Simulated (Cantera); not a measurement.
Feed: 1 mol AlN, 10 mol O2, 41 mol N2, 3.1 mol H2O, equilibrated at 0.420 bar.

These are equilibrium values from Cantera (NASA tables, ideal gas, pure condensed phases), not measurements of a reactor. Candidate condensed phases: Al, AlN, Al2O3, H2O; 35 gas species. Gases not in the tables: Al(OH)3. The numbers say what is thermodynamically allowed, not how fast it happens.

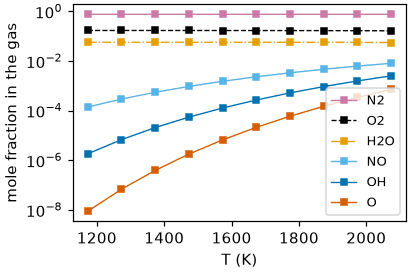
Figure: Equilibrium gas composition (values under 1e-9 drawn at 1e-9)

From 1173 K to 2073 K the condensed part is Al2O3(s).
